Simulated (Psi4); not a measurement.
# ZnH2 (SMILES [H][Zn][H]), run twice

Wanted: a single-point energy of ZnH2, LCCSD/def2-SVP (ZORA).

The calculation is run with Psi4 1.11.

3 further runs of the same task are left out: 3 set aside as unsound or not needed.

## 1. The structure to begin with

ZnH2 has 3 atoms, charge 0, and is taken as a singlet. As SMILES, `[H][Zn][H]`. The shape comes from GFN2-xTB, which is rough for such elements, and wasn't checked as a minimum.

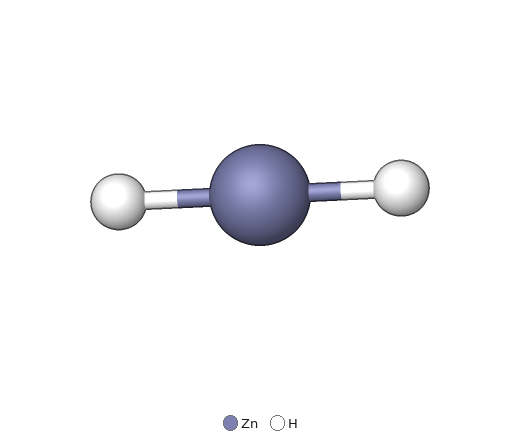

The structure, seen from a chosen angle (zinc blue, hydrogen white).

## 2. First attempt

The input, h2zn.dat:

```
memory 1600 mb

molecule m {
  Zn     0.000210     0.000120    -0.000080
  H     -0.018120    -0.022340     1.498900
  H      0.017920     0.022220    -1.498820
  symmetry c1
}

set {
  basis        def2-SVP
  reference    rhf
  scf_type     pk
  docc         [15]
  relativistic zora
}

e_tot, wfn = energy('lccsd', return_wfn=True)
```

Command:

```bash
$ psi4 h2zn.dat h2zn.out -n 1
```

h2zn.out:

```text
Psi4 1.11 release

Relativistic analytic gradients are not implemented yet, re-routing to finite differences.

   => Loading Basis Set <=

    Name: DEF2-SVP
    Role: ORBITAL
    Keyword: BASIS

RuntimeError:
Fatal Error: Got 15 alpha electrons, expected 16.
DOCC and SOCC must specify the occupation of all electrons or none.

Printing out the relevant lines from the Psithon --> Python processed input file:
    core.set_global_option("BASIS", "def2-SVP")
    core.set_global_option("REFERENCE", "rhf")
    core.set_global_option("SCF_TYPE", "pk")
    core.set_global_option("DOCC", [15])
    core.set_global_option("RELATIVISTIC", "zora")
--> e_tot, wfn = energy('lccsd', return_wfn=True)

!----------------------------------------------------------------------------------!
!                                                                                  !
! Fatal Error: Got 15 alpha electrons, expected 16.                                !
! DOCC and SOCC must specify the occupation of all electrons or none.              !
!                                                                                  !
!----------------------------------------------------------------------------------!

    Psi4 run time: 0:00:00.21
```

It took 2 s on 1 thread of Intel Xeon Platinum 8175M at 2.50GHz (Skylake/Cascade Lake), shared host; peak memory 0.14 GiB.

## 3. What went wrong

The input was rejected.

The telling line is `Fatal Error: Got 15 alpha electrons, expected 16.`. The fault: the orbital occupation or active space doesn't match the electron count or the lowest state. To mend it: docc at its default in place of (15).

## 4. The mended input

The input, input.in:

```
memory 1600 mb

molecule system {
  Zn     0.000210     0.000120    -0.000080
  H     -0.018120    -0.022340     1.498900
  H      0.017920     0.022220    -1.498820
  symmetry c1
}

set basis def2-SVP
set reference rhf
set scf_type pk
set relativistic zora

energy('lccsd')
print_variables()
```

Command:

```bash
$ psi4 -i input.in -o input.out -n 1
```

input.out:

```text
[...]
  Running in c1 symmetry.
[...]
  Nuclear repulsion =   21.355811379207459
[...]
  Multiplicity = 1
[...]
  Nalpha       = 16
  Nbeta        = 16
[...]
    Number of basis functions: 41
[...]
   @RHF iter   1: -1800.96707141752222   -2.83942e+00   4.90889e-02 ADIIS/DIIS
[...]
   @RHF iter  10: -1802.36976141535774   -3.41061e-12   1.53444e-09 DIIS
[...]
    Orbital Energies [Eh]
    ---------------------
    Doubly Occupied:
       1A   -361.887232     2A    -45.529472     3A    -39.451929
       4A    -39.451929     5A    -39.448954     6A     -5.808877
       7A     -3.919471     8A     -3.919471     9A     -3.917106
      10A     -0.800800    11A     -0.800800    12A     -0.798092
      13A     -0.795157    14A     -0.795157    15A     -0.466091
      16A     -0.396951
[...]
  @RHF Final Energy: -1802.36976141535774
   => Energetics <=
    Nuclear Repulsion Energy =             21.3558113792074593
    One-Electron Energy =               -2551.0761654130415081
    Two-Electron Energy =                 727.3505926184765258
    Total Energy =                      -1802.3697614153575159
[...]
 Multipole Moments:
 ------------------------------------------------------------------------------------
     Multipole            Electronic (a.u.)      Nuclear  (a.u.)        Total (a.u.)
 ------------------------------------------------------------------------------------
 L = 1.  Multiply by 2.5417464519 to convert [e a0] to [Debye]
 Dipole X            :         -0.0012571            0.0006922           -0.0005648
 Dipole Y            :         -0.0004357            0.0002317           -0.0002039
 Dipole Z            :         -0.0000000            0.0000000           -0.0000000
 Magnitude           :                                                    0.0006005
[...]
      * SCS-MP2 total energy:                -1802.723604123370
[...]
      * MP2 total energy:                    -1802.758086073183
[...]
```

Run time: 9.6 s. Hardware: 1 thread of Intel Xeon Platinum 8175M at 2.50GHz (Skylake/Cascade Lake), shared host; peak memory 0.31 GiB.

## 5. Results

At LCCSD/def2-SVP (ZORA):

```
                             quantity           value
                         total energy  -1802.74815 Eh
  HOMO energy (Hartree–Fock orbitals)       -10.80 eV
  LUMO energy (Hartree–Fock orbitals)         3.15 eV
HOMO–LUMO gap (Hartree–Fock orbitals)        13.96 eV
                   correlation energy      -378.4 mEh
```
